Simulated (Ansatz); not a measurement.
# ClF₂H₃OW: what the fields show

```xyz
8

W     0.2700    0.0354    0.0039
F     0.2789    0.5691    1.7831
O     2.1427   -0.3997   -0.0094
H     2.3742   -1.3576   -0.0298
H    -1.2040    1.0692    0.0167
H    -1.5298    0.0864   -0.0016
Cl   -0.1113   -2.2486   -0.0244
F     0.2764    0.6241   -1.7583
```

Core potentials replace the inner electrons of W.

Computed with RKS PBE/def2-SVP (Ansatz 0.2.0).

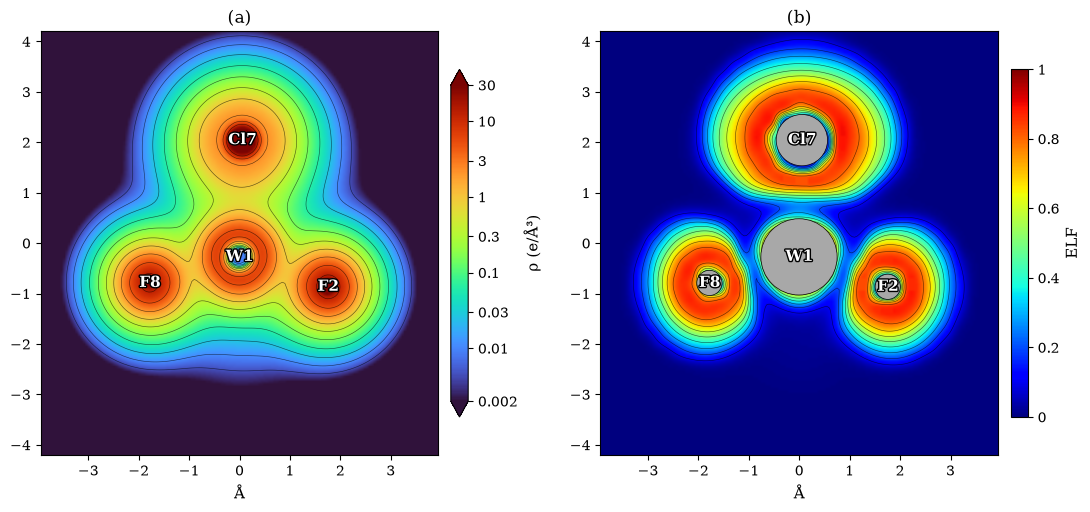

Figure 1. (a) electron density; (b) electron localisation function on the plane of atoms F2, W1 and Cl7. Grey discs cover the atomic cores in the ELF map.

### What do the fields say about this system?

Atoms in the plane: W, F and Cl. W–F (1.86 Å): ρ at the midpoint is about 1.1 e/Å³; the ELF peaks at about 0.85 in the valence shell of F, 0.6 Å from its nucleus, and drops to about 0.20 between the two atoms. W–Cl (2.32 Å): ρ is about 0.66 e/Å³ halfway; the ELF peaks at about 0.80 in the valence shell of Cl, 0.9 Å from its nucleus, and is about 0.40 at the midpoint.

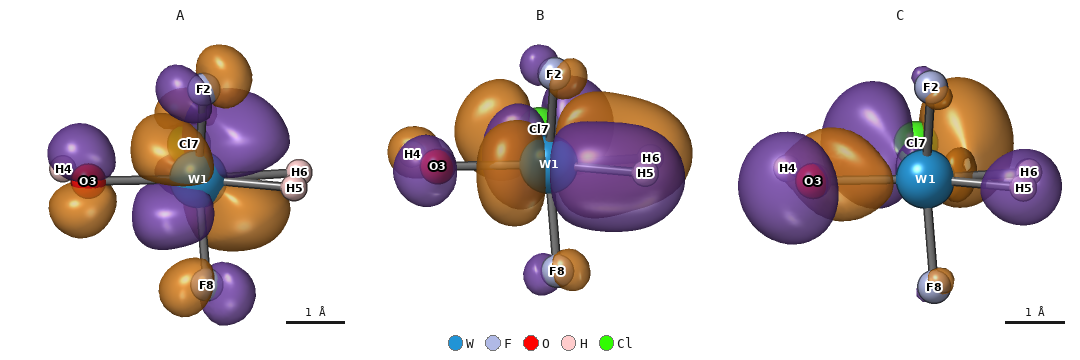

Figure 2. Three frontier orbitals at ±0.1 Å⁻³ᐟ² (orange and purple are the two phases), in no order.

### Which picture is the HOMO−1, the HOMO and the LUMO?

C is the HOMO−1 (−7.80 eV). It lies mainly on Cl7 (about 45 %), O3 (about 40 %) and W1 (about 10 %); largely a combination of lone pairs on Cl7 and O3. B is the HOMO (−5.65 eV). By Hirshfeld shares it lies mainly on W1 (about 55 %), Cl7 (about 15 %), H5 (about 10 %) and H6 (about 10 %). A is the LUMO (−3.97 eV). Its weight (Hirshfeld) is mainly on W1 (about 65 %), O3 (about 10 %), F2 (about 10 %) and F8 (about 10 %).

### What is the HOMO–LUMO gap?

1.68 eV between the orbital energies.

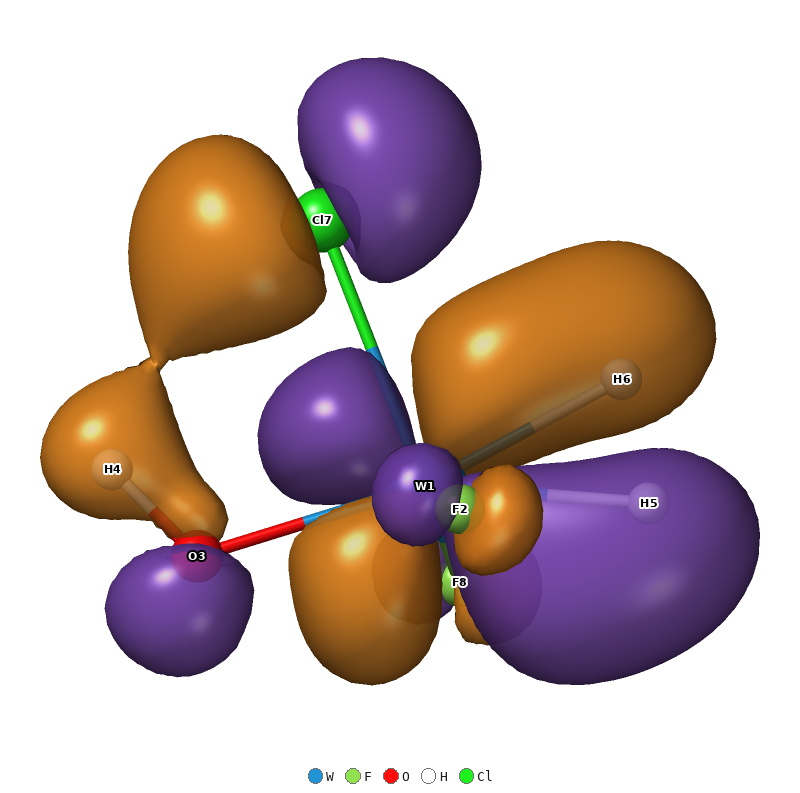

Figure 3. One frontier orbital at ±0.08 Å⁻³ᐟ² (orange and purple are the two phases), seen from one side.

### Which orbital is it: HOMO or LUMO?

The HOMO, at −5.65 eV. By Hirshfeld shares it lies mainly on W1 (about 55 %), Cl7 (about 15 %), H5 (about 10 %) and H6 (about 10 %).
